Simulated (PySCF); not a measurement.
# OsOBr₂: triplet, from a trigonal planar start

The task is one start of a wider search on OsOBr₂: the triplet, from a trigonal planar start. It is relaxed, tested by its Hessian and followed downhill if it is a saddle.

Computed with PySCF 2.14.0. Level: PBE0, basis Os def2-TZVP with ECP60, O def2-TZVP, Br def2-TZVP, scalar-relativistic core potentials, no spin–orbit coupling, density fitting.

## (1) Starting geometry

4 atoms, charge 0, spin multiplicity 3.

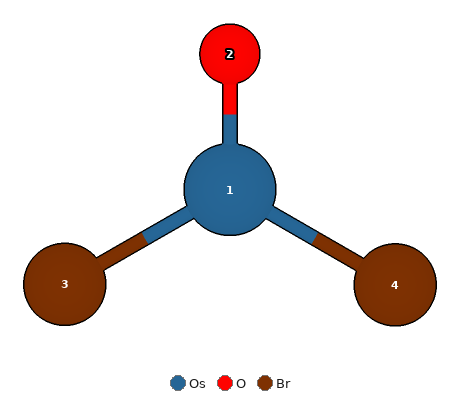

As it starts; osmium blue, oxygen red, bromine brown; atoms are numbered from 1 in the order of the file.

```xyz
4
charge 0 multiplicity 3
Os    0.0000    0.0000    0.0000
O    -0.8650   -1.4982    0.0000
Br    2.4300    0.0000    0.0000
Br   -1.2150    2.1044    0.0000
```

## (2) Finding the electronic state

One driver script runs all steps and calls PySCF; scf.py shows how it sets up the SCF of each step. The optimiser is the driver's own. After this first run the driver tries any further starts and a stability analysis.

The input, scf.py:

```python
from pyscf import gto, scf, dft
mol = gto.M(atom='''
Os     0.000000     0.000000     0.000000
O     -0.865000    -1.498200     0.000000
Br     2.430000     0.000000     0.000000
Br    -1.215000     2.104400     0.000000''',
    basis={'Os': 'def2-TZVP', 'O': 'def2-TZVP', 'Br': 'def2-TZVP'},
    ecp={'Os': 'def2-TZVP'},
    charge=0, spin=2)
mf = dft.UKS(mol, xc='PBE0')
mf.grids.atom_grid = (50, 194)
aux = {'Os': 'def2-universal-JKFIT', 'O': 'def2-universal-JKFIT', 'Br': 'def2-universal-JKFIT'}
mf = mf.density_fit(auxbasis=aux)
mf.conv_tol = 1e-08
mf.diis_space = 10
mf.max_cycle = 60
mf.init_guess = 'minao'
mf.verbose = 4
mf.kernel()
```

On the command line:

```
$ OMP_NUM_THREADS=8 python axn.py task.json out
```

Log:

```text
init E= -5294.08751110105
[... the frontier-level lines of each cycle are left out ...]
cycle= 1 E= -5313.29131900374  delta_E= -19.2  |g|= 0.834  |ddm|= 5.69
cycle= 2 E= -5309.60511859675  delta_E= 3.69  |g|= 2.59  |ddm|=  3.9
cycle= 3 E= -5313.3219034776  delta_E= -3.72  |g|= 0.806  |ddm|= 3.69
cycle= 4 E= -5313.55003939946  delta_E= -0.228  |g|= 0.409  |ddm|= 0.83
cycle= 5 E= -5313.62311907042  delta_E= -0.0731  |g|= 0.0936  |ddm|= 0.325
cycle= 6 E= -5313.62691448261  delta_E= -0.0038  |g|= 0.0377  |ddm|= 0.0704
cycle= 7 E= -5313.62767572316  delta_E= -0.000761  |g|= 0.00887  |ddm|= 0.0361
cycle= 8 E= -5313.62775439988  delta_E= -7.87e-05  |g|= 0.00473  |ddm|= 0.0152
cycle= 9 E= -5313.62777761921  delta_E= -2.32e-05  |g|= 0.00144  |ddm|= 0.00938
cycle= 10 E= -5313.62778134768  delta_E= -3.73e-06  |g|= 0.000557  |ddm|= 0.0045
cycle= 11 E= -5313.62778210789  delta_E= -7.6e-07  |g|= 0.000238  |ddm|= 0.00206
cycle= 12 E= -5313.62778240233  delta_E= -2.94e-07  |g|= 0.000114  |ddm|= 0.00153
cycle= 13 E= -5313.62778250141  delta_E= -9.91e-08  |g|= 5.78e-05  |ddm|= 0.00108
cycle= 14 E= -5313.62778251851  delta_E= -1.71e-08  |g|= 3.47e-05  |ddm|= 0.000476
cycle= 15 E= -5313.62778252113  delta_E= -2.62e-09  |g|= 1.58e-05  |ddm|= 0.000187
Extra cycle  E= -5313.62778252113  delta_E= -9.09e-13  |g|= 2.68e-05  |ddm|= 4.43e-05
converged SCF energy = -5313.62778252113  <S^2> = 2.0172322  2S+1 = 3.0114662
```

This step, with its further starts and checks, ran for 32 s (8 threads of Intel Xeon Platinum 8175M at 2.50GHz (Skylake/Cascade Lake), shared host).

Energies from each starting density:

| start | energy (Eh) |
| --- | --- |
| the minimal-basis guess | -5313.627783 |
| a thermally smeared density | -5313.627783 |
| a smeared PBE density | -5313.627783 |

No lower solution of this spin turned up from the other starts or in the test of internal stability.

## (3) Trigonal planar start, triplet: relaxation

The program finds C2v symmetry in the start, which this walk keeps.

Changes to scf.py since step 2:

```diff
@@ -3,4 +3,4 @@
-Os     0.000000     0.000000     0.000000
-O     -0.865000    -1.498200     0.000000
-Br     2.430000     0.000000     0.000000
-Br    -1.215000     2.104400     0.000000''',
+Os    -0.224298    -0.388510    -0.000000
+O     -1.089261    -1.886731    -0.000000
+Br     2.205684    -0.388479     0.000000
+Br    -1.439334     1.715890     0.000000''',
@@ -17 +16,0 @@
-mf.init_guess = 'minao'
```

The optimiser's trace:

```
step   energy (Eh)  change (kJ/mol)  largest symmetric gradient (Eh/bohr)
   0  -5313.627782             0.00                               0.04903
   1  -5313.635519           -20.31                               0.03904
   2  -5313.637200           -24.73                               0.00223
   3  -5313.637336           -25.08                               0.00149
   4  -5313.637462           -25.41                               0.00029
   5  -5313.637462           -25.41                               0.00000
```

The walk took 42 s.

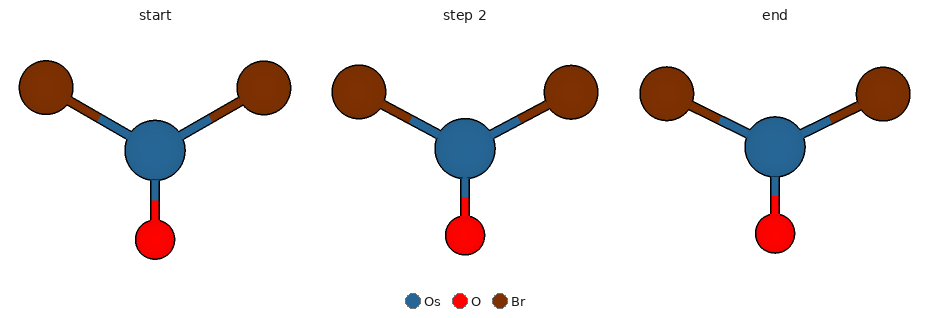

The geometry along the walk, at one scale.

It settles in C2v symmetry, 25.4 kJ/mol below the start, after 5 steps: Os–Br 2.330 Å (×2), Os–O 1.678 Å; Br–Os–Br 127.6°, Br–Os–O 116.2° (×2).

## (4) Vibrations and properties at this point

On the finer grid the gradient is checked again; gradients at displacements of ±0.02 bohr then give force constants and infrared intensities.

Changes to scf.py since step 3:

```diff
@@ -3,4 +3,4 @@
-Os    -0.224298    -0.388510    -0.000000
-O     -1.089261    -1.886731    -0.000000
-Br     2.205684    -0.388479     0.000000
-Br    -1.439334     1.715890     0.000000''',
+Os    -0.185150    -0.320702     0.000000
+O     -1.023966    -1.773631     0.000000
+Br     2.140036    -0.475735     0.000000
+Br    -1.482072     1.615407    -0.000000''',
@@ -11 +11 @@
-mf.grids.atom_grid = (50, 194)
+mf.grids.atom_grid = (75, 302)
@@ -14 +14 @@
-mf.conv_tol = 1e-08
+mf.conv_tol = 1e-10
```

This SCF starts from the last density.

Log of the central SCF (cycles and frontier levels):

```text
init E= -5313.63730645345
[... the frontier-level lines of each cycle are left out ...]
cycle= 1 E= -5313.63730645284  delta_E= 6.12e-10  |g|= 3.81e-05  |ddm|= 4.51e-05
cycle= 2 E= -5313.63730644912  delta_E= 3.72e-09  |g|= 9.41e-05  |ddm|= 0.000108
cycle= 3 E= -5313.63730645354  delta_E= -4.42e-09  |g|= 1.01e-05  |ddm|= 7.49e-05
cycle= 4 E= -5313.63730645359  delta_E= -4.37e-11  |g|= 3.34e-07  |ddm|= 5.31e-06
Extra cycle  E= -5313.63730645357  delta_E= 1.55e-11  |g|= 5.54e-07  |ddm|= 6.74e-07
converged SCF energy = -5313.63730645357  <S^2> = 2.0120957  2S+1 = 3.008053
```

The whole step took 2 min.

Geometry: C2v; Os–Br 2.330 Å (×2), Os–O 1.678 Å; Br–Os–Br 127.6°, Br–Os–O 116.2° (×2).

Harmonic modes (main isotopes):

| symmetry | ω (cm⁻¹) | IR (km/mol) | type |
| --- | --- | --- | --- |
| a1 | 73 | 0.0 | bend |
| b1 | 86 | 1.5 | bend |
| b2 | 197 | 1.7 | bend |
| a1 | 267 | 5.0 | stretch |
| b2 | 325 | 32.6 | mixed |
| a1 | 1047 | 103 | stretch |

All wavenumbers are real: a minimum.

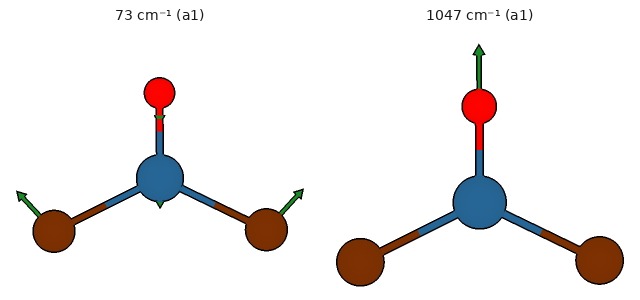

How the atoms move in 2 of the modes.

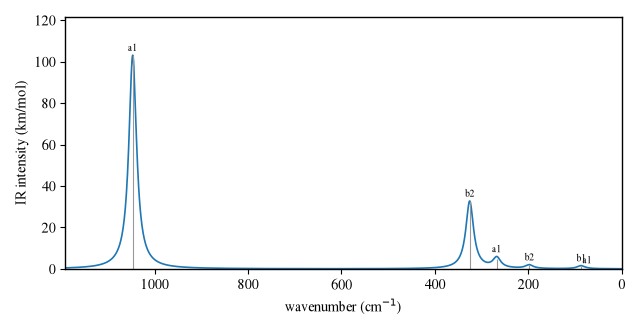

The harmonic infrared spectrum (widths in cm⁻¹). Lines are broadened to a width of 20 cm⁻¹ (Lorentzian).

Properties at this point:

```yaml
Dipole_moment: 1.31 D
Highest_occupied_level: -7.07 eV
Lowest_empty_level: -4.22 eV
Rotational_constants: 0.1042, 0.02442, 0.01979 cm⁻¹
Zero-point_energy: 11.9 kJ/mol
Principal_polarisabilities: 55.6, 76.5, 111.4 bohr³
Atomisation_energy_without_zero-point_energy: 1175 kJ/mol
Principal_traceless_quadrupole_moments_about_the_centre_of_mass: -3.69, -1.29, 4.97 D Å
Entropy_at_298.15_K_and_1_bar_electronic_part_spin_only: 364.8 J/(mol K)
Heat_capacity_Cp_at_298.15_K: 72.8 J/(mol K)
Enthalpy_at_298.15_K_above_0_K: 17.78 kJ/mol
Rotational_symmetry_number: 2
Spin_squared_⟨S²⟩: 2.012
```

Charges (e) and bond orders:

```
 atom  Mulliken  Löwdin  polar tensor  spin (Mulliken)  Mayer order to Os1
  Os1      0.84    0.02          1.14             1.58                   –
   O2     -0.36   -0.24         -0.49             0.24                1.97
Br3,4     -0.24    0.11         -0.33             0.09                1.17
```

Mulliken populations on Os1 (outside its core potential): s 2.75, p 6.30, d 6.06, f 0.06.

## (5) Density, ELF and potential

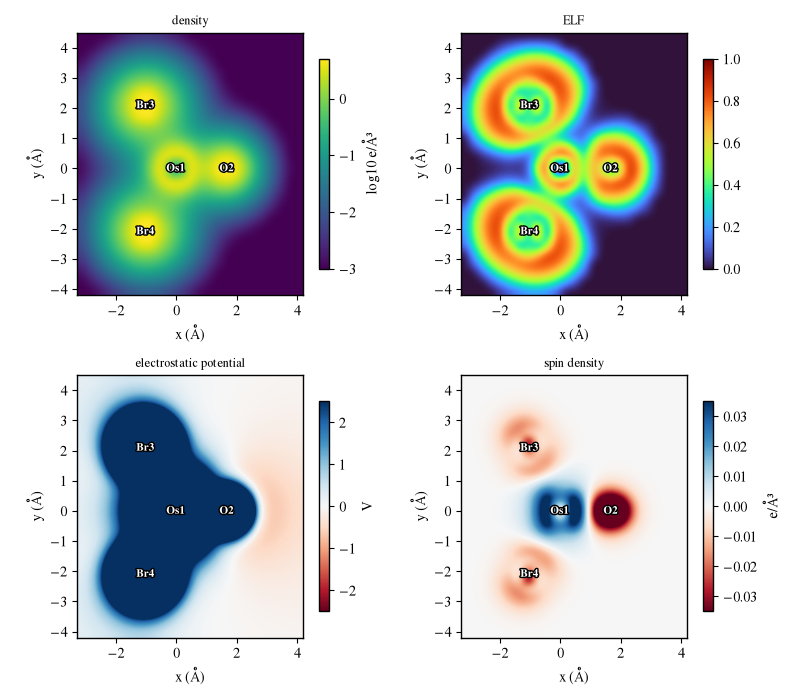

The plane holds Os1 at (0.00, 0.00), O2 at (1.68, 0.00), Br3 at (-1.03, 2.09), Br4 at (-1.03, -2.09) Å. ELF is set to 0 where the density is under 0.005 e/Å³; an orbital's overall sign is arbitrary. The potential's colours end at ±2.5 V. Electrons inside core potentials are absent.

Values on the line from Os1 (at 0) through O2 (at 1.678 Å):

```csv
distance (Å),density (e/Å³),ELF,electrostatic potential (V),spin density (e/Å³)
0.75,2.48,0.402,49.5,0.0298
0.92,1.96,0.451,30.1,0.000104
1.09,2.68,0.744,30.6,-0.0316
1.26,4.48,0.734,60.7,-0.0675
1.43,7.62,0.14,176,-0.0988
1.59,176,0.993,915,-0.0431
1.85,20.7,0.209,341,-0.104
2.01,5.87,0.621,94.3,-0.0826
2.18,2.88,0.866,31.4,-0.0489
2.35,1.23,0.867,10.7,-0.0244
2.52,0.497,0.815,3.42,-0.0111
2.68,0.207,0.702,0.731,-0.0051
```

Making the fields took 2.1 s.

## (6) Outcome

| quantity | value |
| --- | --- |
| minimum | triplet, C2v |
| geometry | Os–Br 2.330 Å (×2), Os–O 1.678 Å; Br–Os–Br 127.6°, Br–Os–O 116.2° (×2) |
| wavenumbers (cm⁻¹) | 73 (a1), 86 (b1), 197 (b2), 267 (a1), 325 (b2), 1047 (a1) |
| dipole moment | 1.31 D |
| highest occupied, lowest empty level (either spin) | -7.07, -4.22 eV |
| polar-tensor charge of Os1 | +1.14 e |
| zero-point energy | 11.9 kJ/mol |
| entropy at 298.15 K | 364.8 J/(mol K) |
| atomisation energy (no zero-point energy) | 1175 kJ/mol |
| ⟨S²⟩ | 2.012 |

What this shows: The molecule stays C2v, as typed, and the end point is a minimum. The strongest infrared band lies at 1047 cm⁻¹ (a1, stretch). Most of the spin sits on Os1 (Mulliken spin 1.58, against 2 for the whole molecule). Only this shape and spin were tried, so other structures or states may lie lower. Open d and f shells are described by one determinant, and the ground state may have another occupation or spin. With an element this heavy the missing spin–orbit coupling can shift these numbers.

The search up to here ran for 3.2 min (8 threads of Intel Xeon Platinum 8175M at 2.50GHz (Skylake/Cascade Lake), shared host).
